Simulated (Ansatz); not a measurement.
# H₄OSi₂···HF: what the fields show

```xyz
9

Si   -1.1915    0.1353   -0.5705
F     0.5295   -2.0876    0.7058
O    -1.5801   -1.3407   -0.4144
H    -0.3347   -1.9809    0.2917
H    -2.1513    1.0753   -1.2181
Si    0.8880    0.9209    0.1969
H     0.9422    2.3772   -0.1043
H     0.9494    0.6966    1.6582
H     1.9484    0.2038   -0.5454
```

The product side of a reaction path; geometry: PBE0-D4/def2-TZVP; a saddle point, not a minimum.

Theory: Ansatz, RKS PBE0-D4/def2-TZVPP.

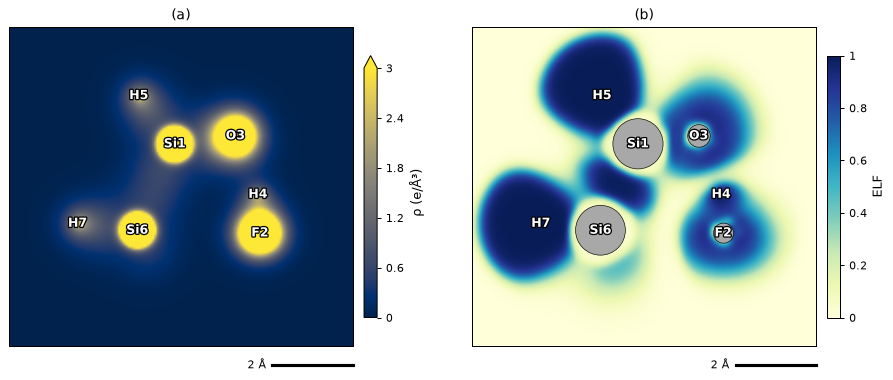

Figure 1. (a) electron density; (b) ELF on the plane of atoms H5, Si1 and Si6. Grey discs cover the atomic cores in the ELF map.

What does the map show?

Answer. The plane passes through Si, F, O and H nuclei. O3···H4 (1.57 Å): the density falls to about 0.43 e/Å³ on the way; the ELF dips to about 0.30 between them (by its geometry a hydrogen bond between the two molecules, with no shared pair). Si–O (1.53 Å): ρ is about 1.5 e/Å³ halfway; the ELF peaks at about 0.85 between the atoms: a short, strongly polar bond. Si–Si (2.35 Å): the density is about 0.63 e/Å³ at the midpoint; the ELF peaks at about 1 between the atoms (a shared electron pair). F–H (0.96 Å): the density is about 4.4 e/Å³ at the midpoint; the ELF climbs to about 0.95 towards the hydrogen, as it does in any bond to H: an ordinary covalent bond to hydrogen. Si–H (1.49 Å): the density is about 0.82 e/Å³ at the midpoint; the ELF climbs to about 1 towards the hydrogen. The ELF also peaks beside F2 and O3, away from the bonds: lone-pair regions.

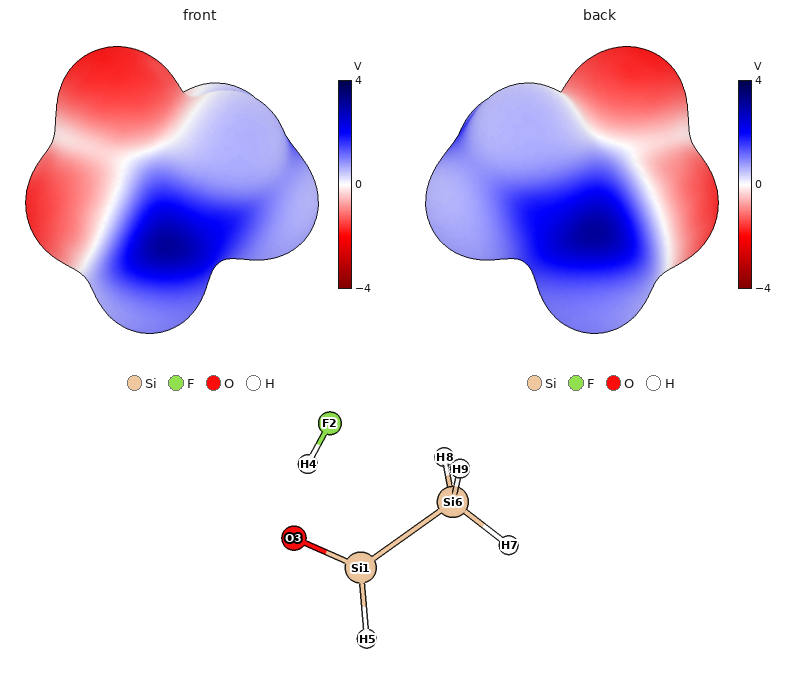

Figure 2. The molecular electrostatic potential painted on the density surface at 0.002 e/bohr³, seen from the front and from behind; red is negative and blue positive. The bare structure is drawn below in the same view.

Which sites attract a positive test charge, and which a negative one?

Answer. A positive charge is drawn to the negative regions and a negative charge to the positive ones. The most negative region (about −1.8 V) lies over F2, the most positive (about +3.1 V) over Si1.

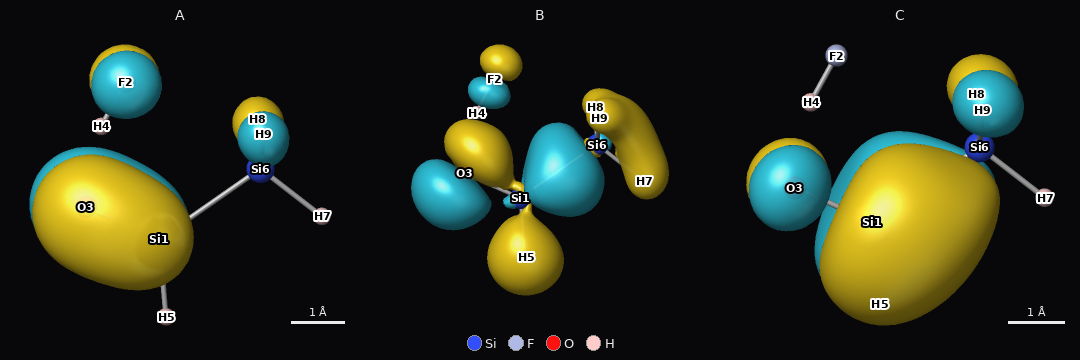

Figure 3. Three frontier orbitals at ±0.08 Å⁻³ᐟ² (yellow and cyan are the two phases), in no order.

Order the three orbitals by energy and name them.

Answer. A is the HOMO−1 (−9.70 eV). By Hirshfeld shares it lies mainly on O3 (about 65 %), Si1 (about 20 %) and F2 (about 10 %). B is the HOMO (−8.47 eV). Its weight (Hirshfeld) is mainly on O3 (about 45 %), Si1 (about 20 %), Si6 (about 20 %) and H5 (about 10 %). C is the LUMO (−2.94 eV). Its weight (Hirshfeld) is mainly on Si1 (about 60 %), Si6 (about 15 %) and O3 (about 15 %).

What is the HOMO–LUMO gap?

Answer. 5.53 eV between the orbital energies.
